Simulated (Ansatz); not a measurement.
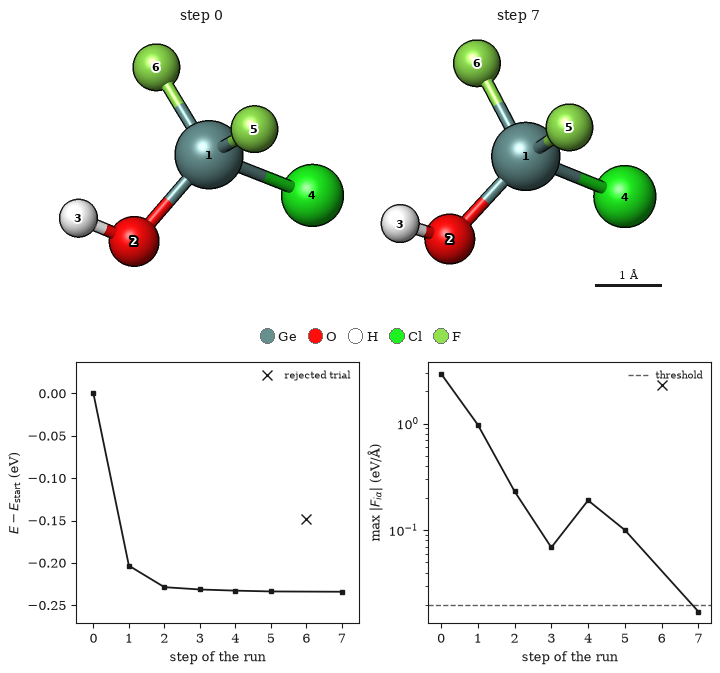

First and last geometry of a relaxation of GeHOClF2, with the history of the run. The picture is a ball-and-stick view, seen at a tilt.

The run prepares the start of a later molecular dynamics calculation, from a guessed geometry.

Theory: RKS CAM-B3LYP-D4/def2-SVP (Ansatz). Settings: no spin polarisation; force threshold 0.02 eV/Å; at most 40 steps.

Read the history and describe the run.

Answer. It converged. H3 moves most after the best rigid fit: 0.13 Å. Largest moves by element: H 0.13 Å, Cl 0.10 Å, O 0.09 Å, F 0.08 Å, Ge 0.05 Å. Some distances before and after: Ge1–Cl4 2.220 → 2.099 Å, O2–H3 1.010 → 0.967 Å, Ge1–O2 1.770 → 1.731 Å, Ge1–F5 1.679 → 1.711 Å. Bond angles that change, for instance: F5–Ge1–F6 109.5° → 104.5°, Ge1–O2–H3 109.5° → 114.3°. The energy falls by 0.234 eV in 6 accepted moves (7 points after the start). Largest force component: 2.9 eV/Å at the start, 0.017 eV/Å at the end. The line search rejected the trial step at point 6 of the run. Cost: 23 s on 2 threads of AMD EPYC 7B13 (Zen 3) (shared host), peak memory 0.28 GiB.
